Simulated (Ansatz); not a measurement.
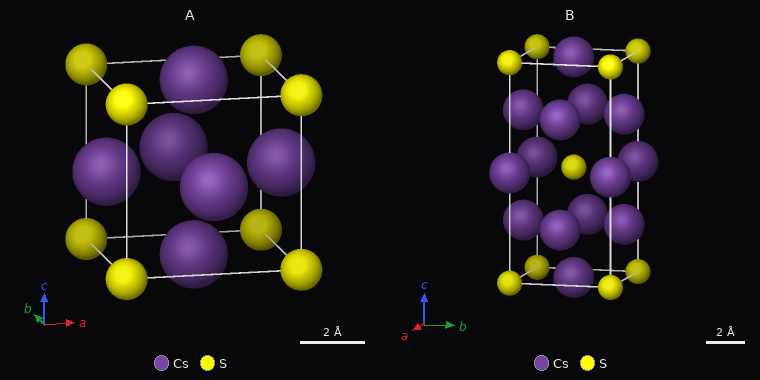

Two structures of Cs3S, each relaxed to rest (conventional cells in solid outline, small ones repeated, not to one scale). Method: Ansatz 0.2.0, DFT PBE, scalar-relativistic, plane waves, PAW, without spin polarisation.

Question: Identify the two structures.

Answer: A: Cu₃Au (L1₂) type, Pm-3m. B: 8 atoms a cell on a body-centred tetragonal lattice, I4/mmm.

Question: Which has the lower energy, and by how much?

Answer: A is lower, by 75 meV/atom at this level of theory (energies at zero smearing). Volumes: A 45.8, B 45.2 Å³/atom.

One or both may be structure types tried for this composition rather than known phases.
